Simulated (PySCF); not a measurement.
**NMR shielding calculation, with input and output: C$_{3}$H$_{7}$NO$_{2}$Si**

C$_{3}$H$_{7}$NO$_{2}$Si, SMILES NC(=O)[Si@H]1CCO1, computed with GIAO PBE0/pcSseg-1 NMR shielding, non-relativistic, gas phase (PySCF 2.14.0).

The geometry comes from this level: GFN2-xTB. Figures and captions count atoms from 1; the log counts them from 0 in places.

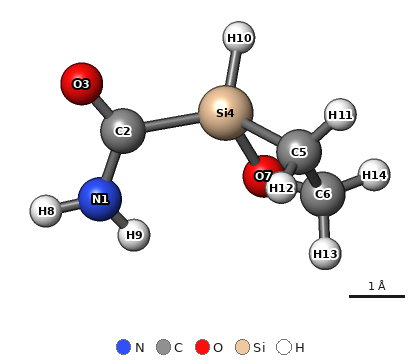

Fig. 1: The input geometry (ball-and-stick view, seen at a tilt; atoms are numbered from 1 in the order of the input).

### Key numbers

```csv
quantity,value
outcome,converged
total energy,−612.721251 hartree
HOMO,−7.01 eV
LUMO,−0.81 eV
dipole moment,3.17 D
"isotropic shielding, N",134.9 ppm
"isotropic shielding, C",6.2 to 163.6 ppm
"isotropic shielding, O",−154.0 to 264.7 ppm
"isotropic shielding, Si",343.7 ppm
"isotropic shielding, H",25.5 to 29.6 ppm
hardware,"1 CPU thread, shared host"
wall time,65 s
peak memory,0.75 GiB
```

### The input
```
{"job": {"kind": "nmr", "xc": "PBE0", "basis": "pcSseg-1"}, "charge": 0, "multiplicity": 1}
N      2.276152    -0.496610    -0.468933
C      1.868129     0.532599     0.303656
O      2.593953     1.467362     0.577093
Si     0.064310     0.440451     0.939880
C     -1.456628     0.719000    -0.184969
C     -1.740138    -0.752523     0.119377
O     -0.540946    -1.107529     0.815380
H      3.234044    -0.532932    -0.785145
H      1.695387    -1.308502    -0.584981
H     -0.053336     1.028098     2.270985
H     -2.224382     1.398944     0.165473
H     -1.275834     0.905225    -1.239039
H     -1.849203    -1.395659    -0.754397
H     -2.592186    -0.898396     0.783541
```

The first line tells a small driver script what to run in PySCF; the rest is the geometry in Å.

Launched with:
```bash
OMP_NUM_THREADS=1 python <driver script> task.json out
```

### Output
```
coarse grid: 12456 points
cycle   1  E = -612.4472311847  dE =  1.184e+00  |g| = 1.048e+00  |ddm| = 3.415e+00
cycle   2  E = -611.7763597070  dE =  6.709e-01  |g| = 2.100e+00  |ddm| = 2.610e+00
cycle   3  E = -612.6418349564  dE = -8.655e-01  |g| = 3.161e-01  |ddm| = 1.946e+00
cycle   4  E = -612.6593977013  dE = -1.756e-02  |g| = 1.260e-01  |ddm| = 3.116e-01
cycle   5  E = -612.6621210566  dE = -2.723e-03  |g| = 3.266e-02  |ddm| = 1.060e-01
cycle   6  E = -612.6623385529  dE = -2.175e-04  |g| = 8.075e-03  |ddm| = 3.040e-02
cycle   7  E = -612.6623516072  dE = -1.305e-05  |g| = 2.357e-03  |ddm| = 7.129e-03
cycle   8  E = -612.6623528261  dE = -1.219e-06  |g| = 7.019e-04  |ddm| = 2.299e-03
final grid: 116568 points
cycle   9  E = -612.7212105735  dE = -6.711e-06  |g| = 1.460e-02  |ddm| = 2.054e-02
cycle  10  E = -612.7211023999  dE =  1.082e-04  |g| = 2.805e-02  |ddm| = 2.662e-02
cycle  11  E = -612.7212489945  dE = -1.466e-04  |g| = 2.945e-03  |ddm| = 1.902e-02
cycle  12  E = -612.7212506943  dE = -1.700e-06  |g| = 4.390e-04  |ddm| = 2.163e-03
cycle  13  E = -612.7212507251  dE = -3.080e-08  |g| = 1.654e-04  |ddm| = 4.917e-04
cycle  14  E = -612.7212507305  dE = -5.391e-09  |g| = 3.308e-05  |ddm| = 1.634e-04
cycle  15  E = -612.7212507307  dE = -2.273e-10  |g| = 1.320e-05  |ddm| = 4.288e-05
```

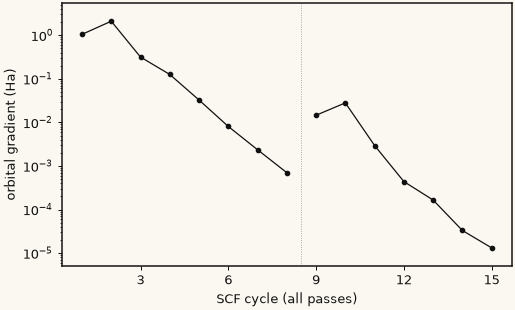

Fig. 2: Convergence of the self-consistent field: orbital gradient against the SCF cycle. The dotted line marks the change from a coarse to the final integration grid. The first 8 cycles use a coarse grid, the final grid takes over at cycle 9, and the field converges after 15 cycles in all.

```
converged SCF energy = -612.7212507307

GIAO shielding tensors (ppm)
atom      isotropic    diamagn.    paramagn.     s11        s22        s33       span
  0 N      134.862     322.535    -187.673      9.282    163.841    231.464    222.182
  1 C        6.158     251.716    -245.558    -79.503      0.079     97.899    177.402
  2 O     -154.021     397.455    -551.476   -548.121   -256.368    342.427    890.549
  3 Si     343.684     879.698    -536.014    280.582    347.747    402.723    122.141
  4 C      163.633     255.134     -91.502    124.809    172.006    194.083     69.273
  5 C      115.730     247.039    -131.309     83.304     97.512    166.373     83.069
  6 O      264.654     398.542    -133.888    196.332    260.992    336.637    140.305
  7 H       26.390      29.394      -3.004     21.240     23.960     33.970     12.729
  8 H       25.507      33.686      -8.179     20.968     26.139     29.414      8.446
  9 H       26.091      28.944      -2.853     23.113     24.609     30.552      7.439
 10 H       29.566      30.494      -0.927     26.199     27.306     35.194      8.996
 11 H       29.296      32.007      -2.711     26.579     27.628     33.681      7.103
 12 H       26.931      30.078      -3.147     22.989     25.645     32.159      9.170
 13 H       26.739      29.016      -2.276     23.132     25.825     31.261      8.129
```

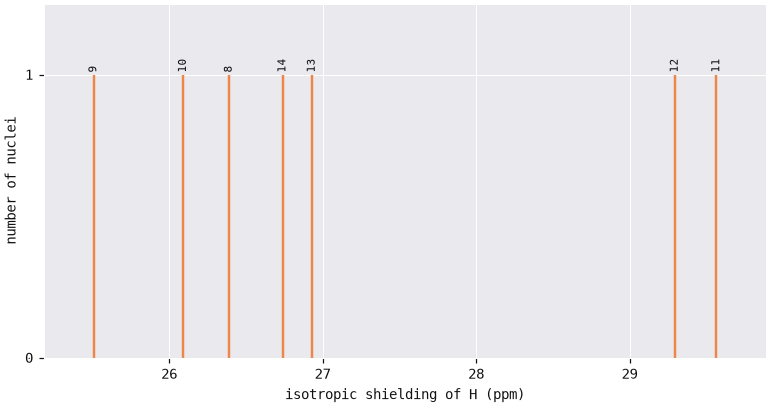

Fig. 3: Isotropic shieldings of the hydrogen nuclei in this fixed geometry, labelled by atom number; shielding grows to the right, so chemical shift grows to the left. The least shielded is H9 (25.5 ppm), the most shielded H11 (29.6 ppm).

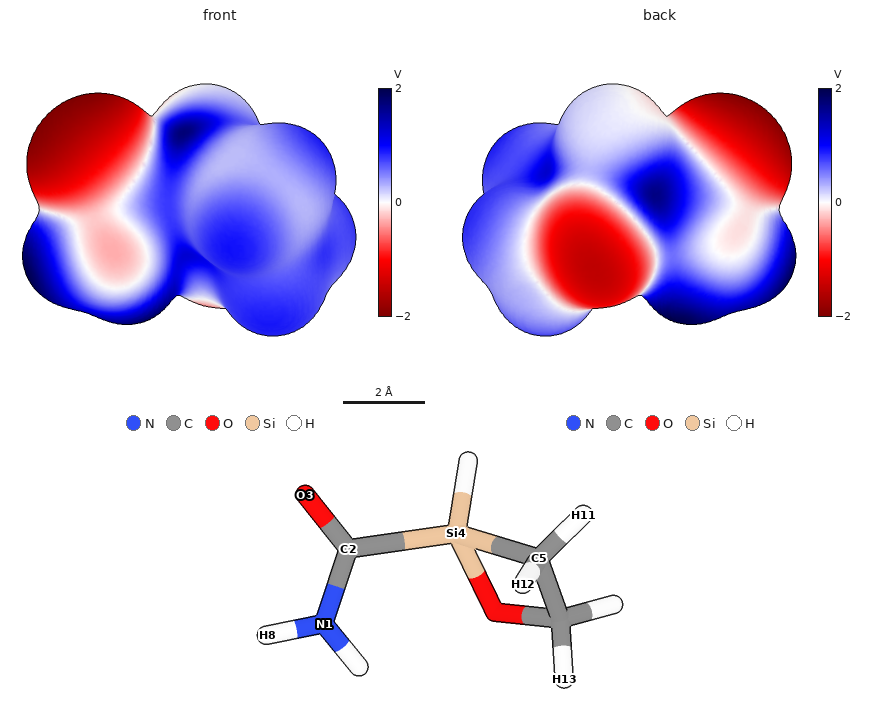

Fig. 4: The molecular electrostatic potential painted on the density surface at 0.002 e/bohr³, seen face on and from behind; the colour scale runs from red (negative) to blue (positive). The bare structure is drawn below in the same view. A positive charge is drawn to the negative regions and a negative charge to the positive ones.

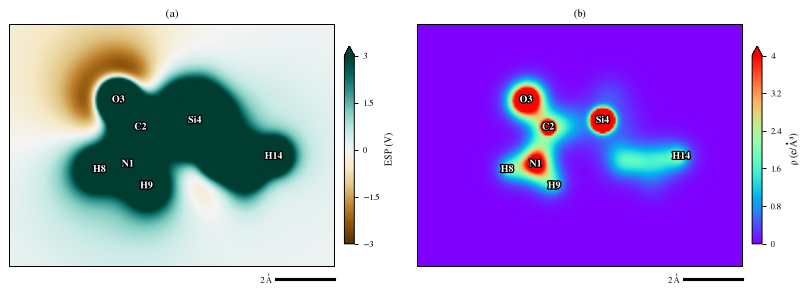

Fig. 5: (a) electrostatic potential; (b) total electron density on the plane of atoms C2, N1 and H8. Atoms in the plane: N, C, O, Si and H. C–N (1.35 Å): ρ is about 2.4 e/Å³ halfway. C–Si (1.91 Å): ρ at the midpoint is about 0.95 e/Å³. N–H (1.00 Å): ρ is about 2.9 e/Å³ halfway, with its minimum of 2.3 e/Å³ about 0.8 Å from N.
